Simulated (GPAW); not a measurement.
# SiO2 (Quartz, P3_121): the Si K absorption edge

What does one-electron theory with a core hole give for the Si K edge of SiO2 (Quartz, P3_121)?

Method: X-ray absorption from dipole matrix elements to empty bands, plane-wave PAW PBE, in GPAW 26.7.0.

**1. The structure**

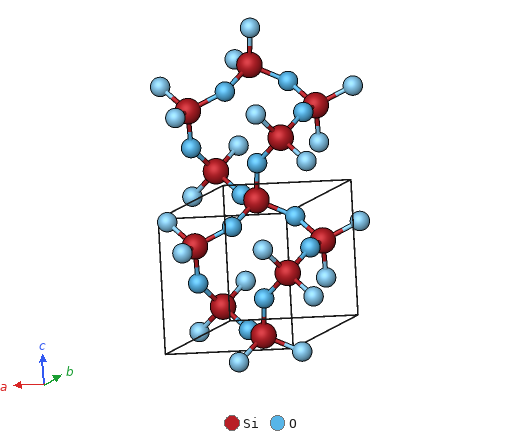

The starting structure, seen from a free direction (silicon red, oxygen blue). 1×1×2 cells are drawn. Some periodic images of atoms are drawn too.

Structure file:

```xyz
9
Lattice="4.9158 0.0000 0.0000 -2.4579 4.2572 0.0000 0.0000 0.0000 5.4091" Properties=species:S:1:pos:R:3 pbc="T T T"
Si    1.1545    1.9996    0.0000
Si   -1.3034    2.2576    3.6061
Si    2.6068    0.0000    1.8030
O     3.5384    1.1409    2.4467
O     2.1585    2.4939    4.2497
O     1.6768    0.6224    0.6437
O    -0.7811    3.6348    2.9624
O     1.0805    3.1163    1.1594
O    -0.2994    1.7633    4.7654
```

**2. The field without a hole**

A plain self-consistent run shows whether there is a gap, which decides the set-up of the core-hole run.

Contents of scf.py:

```python
import numpy as np
from ase import Atoms
from ase.parallel import parprint, paropen
from gpaw import GPAW, PW, FermiDirac, Mixer, MixerDif, setup_paths
from gpaw.test import gen
setup_paths.insert(0, '.')
gen('Si', name='nch1s', xcname='PBE', corehole=(1, 0, 0), write_xml=True)

atoms = Atoms('Si3O6',
    cell=[[4.9158, 0, 0],
     [-2.4579, 4.25720768, 0],
     [0, 0, 5.4091]],
    scaled_positions=[[0.4697, 0.4697, 0],
     [0, 0.5303, 0.66666667],
     [0.5303, 0, 0.33333333],
     [0.8538, 0.268, 0.45233333],
     [0.732, 0.5858, 0.78566667],
     [0.4142, 0.1462, 0.119],
     [0.268, 0.8538, 0.54766667],
     [0.5858, 0.732, 0.21433333],
     [0.1462, 0.4142, 0.881]],
    pbc=True)
atoms.calc = calc = GPAW(legacy_gpaw=True, mode=PW(500), xc='PBE', setups={0: 'nch1s'},
    kpts={'size': (6, 6, 5), 'gamma': True}, occupations=FermiDirac(0.05),
    charge=0, mixer=Mixer(0.1, 5, 50), maxiter=150,
    convergence={'density': 0.0001}, txt='scf.txt')
energy = atoms.get_potential_energy() + calc.get_reference_energy()
ef = calc.get_fermi_level()
out = dict(energy=energy, fermi=ef, forces=atoms.get_forces().tolist())
parprint(f'all-electron energy {energy:.4f} eV, Fermi level {ef:.4f} eV')
ev = np.array([[calc.get_eigenvalues(k, s) for k in range(len(calc.get_ibz_k_points()))] for s in range(calc.get_number_of_spins())])
out['homo'], out['lumo'], out['counts'] = ev[ev < ef].max(), ev[ev > ef].min(), sorted(set((ev < ef).sum((0, 2)).tolist()))
out['filled'] = (ev[:, 0] < ef).sum(1).tolist()
import json
with paropen('out.json', 'w') as f:
    json.dump(out, f)
```

Launch:

```sh
OMP_NUM_THREADS=1 python scf.py
```

Numbers of over 12 decimals in the logs are rounded to 6 here.

Output:

```text
Input parameters:
  convergence: {density: 0.0001}
  kpts: {gamma: True,
         size: (6, 6, 5)}
  maxiter: 150
  mixer: {backend: pulay,
          beta: 0.1,
          method: separate,
          nmaxold: 5,
          weight: 50}
  mode: {ecut: 500.0,
         name: pw}
  occupations: {fixmagmom: False,
                name: fermi-dirac,
                width: 0.05}
  setups: {0: nch1s}
  xc: PBE

Initialize ...

[... PAW data sets ...]

Reference energy: -35904.146801  # eV

Spin-paired calculation

[... convergence settings ...]
Symmetries present (total): 2
  [... symmetry matrices ...]

180 k-points: 6 x 6 x 5 Monkhorst-Pack grid + [1/12,1/12,0.000000]
55 k-points in the irreducible part of the Brillouin zone
       k-points in crystal coordinates                weights
   0:     0.00000000    0.00000000    0.00000000          1/180
   1:     0.00000000    0.00000000    0.20000000          2/180
   2:     0.00000000    0.00000000    0.40000000          2/180
   3:     0.16666667   -0.16666667   -0.40000000          2/180
   4:     0.16666667   -0.16666667   -0.20000000          2/180
   5:     0.16666667   -0.16666667    0.00000000          2/180
   6:     0.16666667   -0.16666667    0.20000000          2/180
   7:     0.16666667   -0.16666667    0.40000000          2/180
   8:     0.16666667    0.00000000   -0.40000000          4/180
   9:     0.16666667    0.00000000   -0.20000000          4/180
          ...
  54:     0.50000000    0.50000000    0.40000000          2/180

Wave functions: Plane wave expansion
  Cutoff energy: 500.000 eV
  Number of coefficients (min, max): 2840, 2895
  Pulay-stress correction: 0.000000 eV/Ang^3 (de/decut=0.000000)
  Using FFTW library
  Wavefunction extrapolation:
    Improved wavefunction reuse through dual PAW basis

Occupation numbers: Fermi-Dirac:
  width: 0.0500  # eV

Eigensolver
   Davidson(niter=2)

Densities:
  Coarse grid: 27*27*28 grid
  Fine grid: 54*54*56 grid
  Total Charge: 0.000000

Density mixing:
  Method: separate
  Backend: pulay
  Linear mixing parameter: 0.1
  old densities: 5
  Width of damping distribution: 1.1
  Damping of long wavelength oscillations: 50

[... Hamiltonian set-up ...]
Number of atoms: 9
Number of atomic orbitals: 36
Number of bands in calculation: 33
Number of valence electrons: 48
Bands to converge: occupied

... initialized

Initializing position-dependent things.

Density initialized from atomic densities
Creating initial wave functions:
  33 bands from LCAO basis set

           O      O
         SiO

                    O
               O
                 Si
               Oi

Atomic positions and initial magnetic moments

Positions:
   0 Si     1.154476    1.999610    0.000000    ( 0.0000,  0.0000,  0.0000)
   1 Si    -1.303424    2.257597    3.606067    ( 0.0000,  0.0000,  0.0000)
   2 Si     2.606849    0.000000    1.803033    ( 0.0000,  0.0000,  0.0000)
   3 O      3.538393    1.140932    2.446716    ( 0.0000,  0.0000,  0.0000)
   4 O      2.158528    2.493872    4.249750    ( 0.0000,  0.0000,  0.0000)
   5 O      1.676779    0.622404    0.643683    ( 0.0000,  0.0000,  0.0000)
   6 O     -0.781121    3.634804    2.962384    ( 0.0000,  0.0000,  0.0000)
   7 O      1.080493    3.116276    1.159350    ( 0.0000,  0.0000,  0.0000)
   8 O     -0.299372    1.763335    4.765417    ( 0.0000,  0.0000,  0.0000)

Unit cell:
           periodic     x           y           z      points  spacing
  1. axis:    yes    4.915800    0.000000    0.000000    27     0.1577
  2. axis:    yes   -2.457900    4.257208    0.000000    27     0.1577
  3. axis:    yes    0.000000    0.000000    5.409100    28     0.1932

  Lengths:   4.915800   4.915800   5.409100
  Angles:   90.000000  90.000000 120.000000

Effective grid spacing dv^(1/3) = 0.1770

iter:   1   -76.688576
iter:   2   -72.974489   -1.24  -0.72
iter:   3   -68.729007   -0.82  -0.82
iter:   4   -68.868808   -2.01  -1.22
iter:   5   -68.940327   -2.25  -1.42
iter:   6   -68.937233   -3.05  -2.28
iter:   7   -68.932443c  -3.92  -2.26
iter:   8   -68.930386c  -3.54  -2.49
iter:   9   -68.930848c  -3.73  -2.79
iter:  10   -68.929141c  -4.46  -2.69
iter:  11   -68.929115c  -5.41  -3.48
iter:  12   -68.929114c  -7.14  -4.04c
iter:  13   -68.929113c  -8.08c -4.14c

Converged after 13 iterations.

Dipole moment: (0.000059, 0.000102, 0.000000) |e|*Ang

Energy contributions relative to reference atoms: (reference = -35904.146801)

Kinetic:        +79.032420
Potential:      -68.639267
External:        +0.000000
XC:             -79.353791
Entropy (-ST):   -0.000000
Local:           +0.031525
SIC:             +0.000000
--------------------------
Free energy:    -68.929113
Extrapolated:   -68.929113

Showing only first 2 kpts
 Kpt  Band  Eigenvalues  Occupancy
  0    22      1.08696    2.00000
  0    23      1.08704    2.00000
  0    24      7.40373    0.00000
  0    25     10.69141    0.00000

  1    22      1.12486    2.00000
  1    23      1.28285    2.00000
  1    24      7.80048    0.00000
  1    25     10.52644    0.00000

Fermi level: 2.57213

Gap: 6.006 eV
Transition (v -> c):
  (s=0, k=36, n=23, [0.33, 0.33, 0.00]) -> (s=0, k=0, n=24, [0.00, 0.00, 0.00])
Direct/indirect transitions are different
Direct gap: 6.317 eV
Transition at: (s=0, k=0, n=23, [0.00, 0.00, 0.00])

Forces in eV/Ang:
  0 Si    0.01766    0.03059    0.00000
  1 Si    0.01812   -0.02930    0.00078
  2 Si   -0.03444    0.00104   -0.00078
  3 O     0.55054   -0.00973   -0.29179
  4 O    -0.26727    0.48235   -0.28062
  5 O    -0.28489   -0.47349   -0.30232
  6 O    -0.28370    0.47192    0.29179
  7 O     0.55136    0.00972    0.28062
  8 O    -0.26761   -0.48347    0.30232
Scalar-relativistic atomic PBE calculation for Si (Silicon, Z=14)
Core hole in 1s state (1s occupation: 2.0)
450 radial gridpoints.
|------------------------------------------------|
|------------------------------------------------|
[... the atom generator's iteration count ...]

Energy contributions:
-------------------------
Kinetic:     +290.505138
XC:           -20.648327
Potential:   -559.674629
-------------------------
Total:       -289.817817

state      eigenvalue         ekin         rmax
-----------------------------------------------
1s^2.0 :   -65.623113    92.786473        0.073
2s^2.0 :    -5.126087    13.134468        0.455
2p^6.0 :    -3.511732    12.248328        0.388
3s^2.0 :    -0.397334     1.579131        1.789
3p^2.0 :    -0.149969     1.007513        2.155
-----------------------------------------------
(units: Bohr and Hartree)

Generating PAW setup
Kinetic energy of the core from tauc = 285.948705
Cutoffs:
rc(s)=2.000
rc(p)=2.000
rc(d)=2.000
rc(vbar)=1.800
rc(comp)=2.000
rc(nct)=2.000

Kinetic energy of the core states: 285.331851
Charge: 0.0
Core electrons: 10.0
Valence electrons: 4.0
Pseudo-core charge: 0.181389
Shape function alpha=2.500
Pseudo-electron charge 4.411452
state    eigenvalue         norm
--------------------------------
3s(2) :    -0.397334     1.109262
*s    :     0.602666
3p(2) :    -0.149969     1.005769
*p    :     0.850031
*d    :     0.000000
--------------------------------

Diagonalizing with gridspacing h=0.050

state   all-electron     PAW
-------------------------------
3s:      -0.397334    -0.397486
3p:      -0.149969    -0.150100
*d:                    0.031888
*f:                    0.068154
-------------------------------
all-electron energy -35973.0759 eV, Fermi level 2.5721 eV
```

Run time: 1.8 min. Hardware: 1 thread of Arm Neoverse V2, shared host; peak memory 0.32 GiB.

The mesh shows a gap of 6.01 eV, so the hole is first treated in a charged cell, without the excited electron.

**3. Spectrum without a core hole, Si atom 1**

Without a hole the spectrum is the empty density of states of the right symmetry on the absorber, weighted by matrix elements. It needs only the small cell and serves as the baseline. The data set with a hole of occupation 0 only carries the core orbital.

The absorber has 4 O at 1.61 Å (tetrahedral, site symmetry 2).

Contents of xas.py:

```python
import numpy as np
from ase import Atoms
from ase.parallel import parprint, paropen
from gpaw import GPAW, PW, FermiDirac, Mixer, MixerDif, setup_paths
from gpaw.test import gen
setup_paths.insert(0, '.')
gen('Si', name='nch1s', xcname='PBE', corehole=(1, 0, 0), write_xml=True)

atoms = Atoms('Si3O6',
    cell=[[4.9158, 0, 0],
     [-2.4579, 4.25720768, 0],
     [0, 0, 5.4091]],
    scaled_positions=[[0.4697, 0.4697, 0],
     [0, 0.5303, 0.66666667],
     [0.5303, 0, 0.33333333],
     [0.8538, 0.268, 0.45233333],
     [0.732, 0.5858, 0.78566667],
     [0.4142, 0.1462, 0.119],
     [0.268, 0.8538, 0.54766667],
     [0.5858, 0.732, 0.21433333],
     [0.1462, 0.4142, 0.881]],
    pbc=True)
atoms.calc = calc = GPAW(legacy_gpaw=True, mode=PW(500), xc='PBE', setups={0: 'nch1s'},
    kpts={'size': (6, 6, 5), 'gamma': True}, occupations=FermiDirac(0.02),
    charge=0, mixer=Mixer(0.1, 5, 50), maxiter=150,
    convergence={'density': 0.0001}, txt='scf.txt')
energy = atoms.get_potential_energy() + calc.get_reference_energy()
ef = calc.get_fermi_level()
out = dict(energy=energy, fermi=ef, forces=atoms.get_forces().tolist())
parprint(f'all-electron energy {energy:.4f} eV, Fermi level {ef:.4f} eV')
ev = np.array([[calc.get_eigenvalues(k, s) for k in range(len(calc.get_ibz_k_points()))] for s in range(calc.get_number_of_spins())])
out['homo'], out['lumo'], out['counts'] = ev[ev < ef].max(), ev[ev > ef].min(), sorted(set((ev < ef).sum((0, 2)).tolist()))
out['filled'] = (ev[:, 0] < ef).sum(1).tolist()

from gpaw.xas import XAS
nb = int(calc.get_number_of_electrons() / 2) + 70
top, nb = nb, nb + 8 + nb // 12
nscf = calc.fixed_density(kpts={'size': (5, 5, 4), 'gamma': True}, nbands=nb,
    convergence={'bands': top, 'eigenstates': 1e-5}, maxiter=60, txt='nscf.txt')
cell = atoms.cell.array
ops = [cell.T @ U.T @ np.linalg.inv(cell.T) for U in nscf.wfs.kd.symmetry.op_scc]
filled = [24]  # bands filled in the ground state, by spin
E = np.arange(-25, 34, 0.1)
fwhm = np.interp(E, [4, 25], [0.9, 3.5])
Y, X, zero, highest = 0, 0, 1e9, 1e9
for spin in range(nscf.get_number_of_spins()):
    xas = XAS(nscf, mode='all', center=0, spin=spin)
    eps = xas.eps_kn
    d = xas.sigma_cmkn  # core-to-band dipole matrix elements, k weights included
    T = np.einsum('amkn,bmkn->abkn', d, d.conj()).real
    T = sum(np.einsum('ai,ijkn,bj->abkn', R, T, R) for R in ops) / len(ops)
    empty = np.ones_like(eps, bool) & (np.arange(nb) >= filled[spin])
    zero, highest = min(zero, eps[empty].min()), min(highest, eps[:, top - 1].min())
    lines = [(eps, T, empty)] if spin == 0 else lines + [(eps, T, empty)]
for eps, T, empty in lines:
    f = np.einsum('aakn->akn', T).reshape(3, -1)
    x = eps.ravel() - zero
    w = np.interp(x, E, fwhm) / 2.35482
    g = np.exp(-0.5 * ((E[:, None] - x) / w) ** 2) / (w * (2 * np.pi) ** 0.5)
    Y = Y + (f * empty.ravel()) @ g.T
    X = X + (f * ~empty.ravel()) @ g.T
out.update(E=E.round(2).tolist(), xas=Y.tolist(), xes=X.tolist(), zero=zero, valid=highest - zero, nk=len(eps), nb=nb)
for i in range(0, len(E), 10):
    parprint(f'{E[i]:7.2f}', *(f'{v:10.3e}' for v in Y[:, i]))
import json
with paropen('out.json', 'w') as f:
    json.dump(out, f)
```

Launch:

```sh
OMP_NUM_THREADS=1 python xas.py
```

Output:

```text
Input parameters:
  convergence: {density: 0.0001}
  kpts: {gamma: True,
         size: (6, 6, 5)}
  maxiter: 150
  mixer: {backend: pulay,
          beta: 0.1,
          method: separate,
          nmaxold: 5,
          weight: 50}
  mode: {ecut: 500.0,
         name: pw}
  occupations: {fixmagmom: False,
                name: fermi-dirac,
                width: 0.02}
  setups: {0: nch1s}
  xc: PBE

Initialize ...

[...]
*p    :     0.850031
*d    :     0.000000
--------------------------------

Diagonalizing with gridspacing h=0.050

state   all-electron     PAW
-------------------------------
3s:      -0.397334    -0.397486
3p:      -0.149969    -0.150100
*d:                    0.031888
*f:                    0.068154
-------------------------------
all-electron energy -35973.0759 eV, Fermi level 2.2721 eV
[...]
32.00  4.089e-06  3.739e-06  4.570e-06
  33.00  3.733e-06  3.463e-06  4.092e-06
[key lines of the parts left out:]
Converged after 13 iterations.
Dipole moment: (0.000059, 0.000102, 0.000000) |e|*Ang
Free energy:    -68.929113
Fermi level: 2.27213
```

Wall time 5 min (1 thread); peak memory 0.57 GiB.

The Si K spectrum, Si atom 1, no core hole (energy from the lowest empty level; intensity scaled to a mean of 1 over the first 20 eV; polarised curves are means over the symmetry-equivalent atoms):

```
E (eV)  isotropic  ε ⊥ c  ε ∥ c
  -2.0       0.00   0.00   0.00
  -0.5       0.00   0.00   0.00
   1.0       0.01   0.01   0.01
   2.5       0.30   0.33   0.25
   4.0       2.04   1.86   2.40
   5.5       1.42   1.57   1.11
   7.0       0.95   0.91   1.04
   8.5       1.04   0.91   1.31
  10.0       1.20   1.24   1.12
  11.5       1.04   1.19   0.75
  13.0       1.02   0.99   1.08
  14.5       0.97   0.89   1.13
  16.0       0.93   0.89   1.01
  17.5       0.90   0.87   0.94
  19.0       1.05   1.04   1.07
  20.5       1.21   1.19   1.23
  22.0       1.29   1.29   1.29
  23.5       1.27   1.28   1.23
  25.0       1.20   1.22   1.15
  26.5       1.19   1.24   1.09
  28.0       1.12   1.16   1.05
  29.5       0.95   0.94   0.97
```

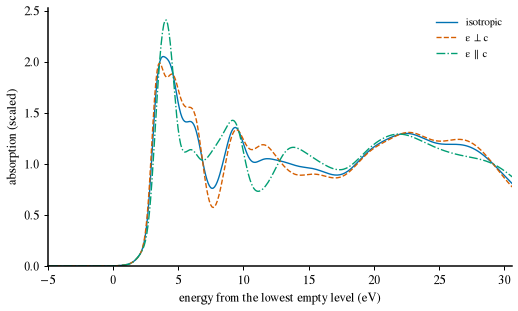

The Si K edge, Si atom 1, no core hole: main maxima at 3.9, 9.4 and 22.5 eV.

Main maxima below 24 eV (height): 3.9 eV (2.05), 9.4 eV (1.36) and 22.5 eV (1.30). A K edge sees empty p states on the absorber.

The same matrix elements for filled bands give the Si K emission of Si atom 1 (ground-state approximation; energy from the lowest empty level, largest value 1):

| E (eV) | emission |
| --- | --- |
| -24.0 | 0.17 |
| -22.5 | 0.04 |
| -21.0 | 0.00 |
| -19.5 | 0.00 |
| -18.0 | 0.00 |
| -16.5 | 0.00 |
| -15.0 | 0.03 |
| -13.5 | 0.13 |
| -12.0 | 0.42 |
| -10.5 | 0.36 |
| -9.0 | 0.16 |
| -7.5 | 0.10 |
| -6.0 | 0.02 |
| -4.5 | 0.00 |
| -3.0 | 0.00 |
| -1.5 | 0.00 |
| 0.0 | 0.00 |
| 1.5 | 0.00 |
| 3.0 | 0.00 |

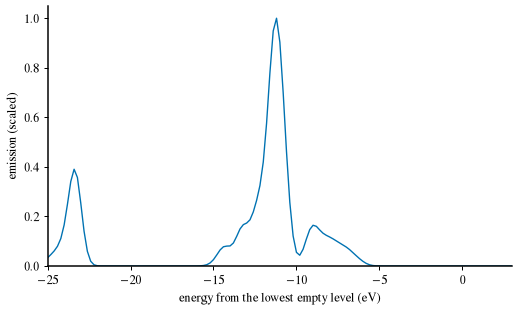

X-ray emission from the filled bands.

Emission maxima: -23.4 eV (0.39), -11.2 eV (1.00) and -9.0 eV (0.16).

**4. Reference energy of the cell**

The photon energy needs a difference of total energies, so the cell and mesh of the coming hole run are first run without a hole.

This run holds the same structure in another cell (γ 120.0 → 60.0°).

scf.py: that of step 2 with these lines changed.

```diff
@@ -9,17 +9,17 @@
 atoms = Atoms('Si3O6',
-    cell=[[4.9158, 0, 0],
-     [-2.4579, 4.25720768, 0],
-     [0, 0, 5.4091]],
-    scaled_positions=[[0.4697, 0.4697, 0],
-     [0, 0.5303, 0.66666667],
-     [0.5303, 0, 0.33333333],
-     [0.8538, 0.268, 0.45233333],
-     [0.732, 0.5858, 0.78566667],
-     [0.4142, 0.1462, 0.119],
-     [0.268, 0.8538, 0.54766667],
-     [0.5858, 0.732, 0.21433333],
-     [0.1462, 0.4142, 0.881]],
+    cell=[[2.4579, -4.25720768, 0],
+     [-2.4579, -4.25720768, 0],
+     [0, 0, -5.4091]],
+    scaled_positions=[[0, 0.5303, 0],
+     [0.4697, 0, 0.33333333],
+     [0.5303, 0.4697, 0.66666667],
+     [0.5858, 0.1462, 0.54766667],
+     [0.1462, 0.268, 0.21433333],
+     [0.268, 0.5858, 0.881],
+     [0.4142, 0.732, 0.45233333],
+     [0.8538, 0.4142, 0.78566667],
+     [0.732, 0.8538, 0.119]],
     pbc=True)
 atoms.calc = calc = GPAW(legacy_gpaw=True, mode=PW(500), xc='PBE', setups={0: 'nch1s'},
-    kpts={'size': (6, 6, 5), 'gamma': True}, occupations=FermiDirac(0.05),
+    kpts={'size': (4, 4, 4), 'gamma': True}, occupations=FermiDirac(0.02),
     charge=0, mixer=Mixer(0.1, 5, 50), maxiter=150,
```

Launch:

```sh
OMP_NUM_THREADS=1 python scf.py
```

Output:

```text
Input parameters:
  convergence: {density: 0.0001}
  kpts: {gamma: True,
         size: (4, 4, 4)}
  maxiter: 150
  mixer: {backend: pulay,
          beta: 0.1,
          method: separate,
          nmaxold: 5,
          weight: 50}
  mode: {ecut: 500.0,
         name: pw}
  occupations: {fixmagmom: False,
                name: fermi-dirac,
                width: 0.02}
  setups: {0: nch1s}
  xc: PBE

Initialize ...

[...]
--------------------------------
3s(2) :    -0.397334     1.109262
*s    :     0.602666
3p(2) :    -0.149969     1.005769
*p    :     0.850031
*d    :     0.000000
--------------------------------

Diagonalizing with gridspacing h=0.050

state   all-electron     PAW
-------------------------------
3s:      -0.397334    -0.397486
3p:      -0.149969    -0.150100
*d:                    0.031888
*f:                    0.068154
-------------------------------
all-electron energy -35973.0835 eV, Fermi level 2.2662 eV
[key lines of the parts left out:]
Converged after 13 iterations.
Dipole moment: (-0.000021, -0.000036, 0.000000) |e|*Ang
Free energy:    -68.936662
Fermi level: 2.26618
```

It took 51 s on 1 thread; peak memory 0.24 GiB.

Reference energy: -35973.084 eV with the cores included.

[end of part 1 of 2]

[Banner, clock and machine lines of the logs are left out without a mark of their own.]

[Logs are printed without paths, hosts, clocks, repeated set-up lines and the standing remarks that a program may print on its own settings, such as how far it seeks lower states.]

[Hosts, paths, dates, database ids (printed as entryN), source tags and the programs' standing remarks are cut or masked in the printed files.]

[Lists of maxima count a maximum above −3 eV only where it reaches 4 % of the highest in the window and stands out from its surroundings by 2 % of it (1.5 % where it reaches 55 %); shoulders and weaker maxima are passed over, and of the rest the first, up to two pre-edge ones and the few strongest are named.]
